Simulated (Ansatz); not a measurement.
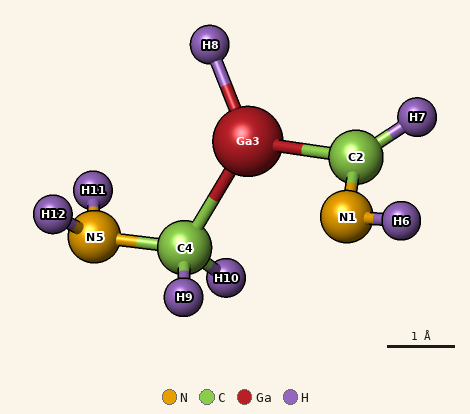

The structure as given in the input (ball-and-stick view, seen at a tilt; atoms are numbered from 1 in the order of the input). Sticks mark near contacts. Bond lengths as drawn: C–Ga 1.99 Å, C–H 1.09 to 1.10 Å, C–N 1.27 to 1.46 Å, Ga–H 1.58 Å and H–N 1.01 to 1.02 Å.

## Two runs on C$_{2}$H$_{7}$GaN$_{2}$

System: C$_{2}$H$_{7}$GaN$_{2}$, SMILES N=[CH][GaH][CH2]N.
Method of run 1: RKS SPW92 (LDA)/def2-TZVPP (Ansatz 0.2.0).

The geometry comes from this level: PBE0-D4/def2-TZVP. Text and figures count atoms from 1; the logs count them from 0 in places.

Input, run 1:
```yaml
crystal:
  periodic: [false, false, false]
  atoms:
    - {symbol: N, position_ang: [0.281978, 2.366450, 1.047327]}
    - {symbol: C, position_ang: [-0.719537, 1.619450, 1.295048]}
    - {symbol: Ga, position_ang: [-0.475038, -0.256658, 0.670053]}
    - {symbol: C, position_ang: [0.255294, -0.602637, -1.148243]}
    - {symbol: N, position_ang: [0.746975, -1.943942, -1.464904]}
    - {symbol: H, position_ang: [0.168587, 3.308052, 1.434556]}
    - {symbol: H, position_ang: [-1.589050, 1.995493, 1.858401]}
    - {symbol: H, position_ang: [-0.764386, -1.448062, 1.669645]}
    - {symbol: H, position_ang: [1.059474, 0.121059, -1.315199]}
    - {symbol: H, position_ang: [-0.509716, -0.326275, -1.882681]}
    - {symbol: H, position_ang: [0.027836, -2.638510, -1.305673]}
    - {symbol: H, position_ang: [1.517582, -2.194433, -0.858320]}
basis:
  gaussian: {orbitals: def2-TZVPP}
hamiltonian: {xc: lda}
output: {orbitals: {seedname: orbitals}}
```

Command:
```bash
ansatz run in.yaml --threads 4 --pin off --events-out ev --progress --plain --max-ram 10444MiB
```

Hardware: 4 threads of Arm Neoverse V2, 23 GiB of memory available, shared host.

Output (run 1):
```
Functional definition: SPW92
  exchange = slater_x
  correlation = pw_c
1451 factors; their error is unknown
mean field evaluation 1: about -57397.5210 eV, gradient 1.1e2 eV
mean field evaluation 2: about -57289.6086 eV, gradient 2.1e2 eV
mean field evaluation 4: about -57417.7727 eV, gradient 2.7e1 eV
mean field evaluation 8: about -57419.3438 eV, gradient 4.4e-1 eV
mean field evaluation 16: about -57419.3134 eV, gradient 2.7e-3 eV
mean field -57419.31342994 eV, -2110.1208483419 hartree, gradient 5.6e-5 eV, S^2 0.000000; 0 other end points of the search recorded, 0 dependent functions left out
reference -57419.31347280 eV, -2110.1208499169 hartree; 32, 32 occupied and 238, 238 virtual orbitals, 1451 factors
Total energy: -57419.31347280 eV, -2110.1208499169 hartree
```

The input of run 2 differs as follows (lines with − go, lines with + come):
```diff
-hamiltonian: {xc: lda}
+hamiltonian: {xc: {name: wB97X-V}}
```

What does this change do to the results?

The total energies belong to different methods, so their difference says nothing on which is more stable or more accurate. The HOMO goes from −4.86 to −8.32 eV. The LUMO goes from −2.70 to 0.40 eV.

Output (run 2):
```
Functional definition: wB97X-V
  parameter omega = 0.3/bohr
  parameter cx = 0.167
  parameter cx1 = 0.603
  parameter cx2 = 1.194
  parameter css0 = 0.556
  parameter css1 = -0.257
  parameter cos0 = 1.219
  parameter cos1 = -1.850
  parameter b = 6.0
  parameter c = 0.01
  exchange = spin_sum(e_x_unif_sr(omega)*poly(b97_u_x, 1 - cx, cx1, cx2)) + cx*exact_x_sr(omega) + exact_x_lr(omega)
  correlation = spin_sum(e_c_pw_same_spin*poly(b97_u_same, css0, css1))
      + integral(e_c_pw_opposite_spin*poly(b97_u_opposite, cos0, cos1)) + vv10(b, c)
1486 factors; their error is unknown
366 factors; integrals over basis functions are off by at most 8.0e-6 eV
mean field evaluation 1: about -57532.4242 eV, gradient 6.3e1 eV
mean field evaluation 2: about -57533.0824 eV, gradient 6.3e1 eV
mean field evaluation 4: about -57540.0714 eV, gradient 2.8e0 eV
mean field evaluation 8: about -57540.0917 eV, gradient 5.6e-2 eV
mean field evaluation 16: about -57540.2046 eV, gradient 3.3e-4 eV
mean field -57540.20461359 eV, -2114.5635173980 hartree, gradient 8.0e-5 eV, S^2 0.000000; 0 other end points of the search recorded, 0 dependent functions left out
reference -57540.20461134 eV, -2114.5635173152 hartree; 32, 32 occupied and 238, 238 virtual orbitals, 1486 factors
Total energy: -57540.20461134 eV, -2114.5635173152 hartree
```

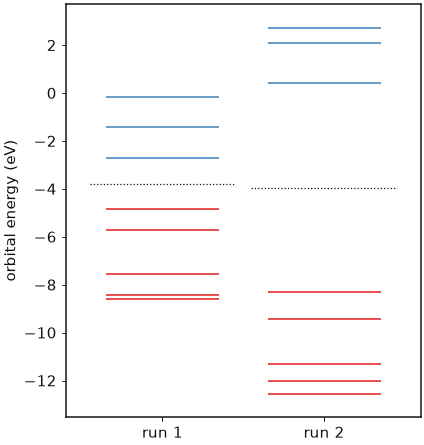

The five highest filled and three lowest empty orbital energies of the two runs; the dotted lines part filled from empty levels. The HOMO–LUMO gap is 2.15 eV in run 1 and 8.72 eV in run 2.

The two runs side by side:

| quantity | run 1 | run 2 |
| --- | --- | --- |
| outcome | converged | converged |
| total energy (hartree) | −2110.120850 | −2114.563517 |
| HOMO (eV) | −4.86 | −8.32 |
| LUMO (eV) | −2.70 | 0.40 |
| basis functions | 270 | 270 |
| wall time (shared host) | 1.5 s | 9 s |
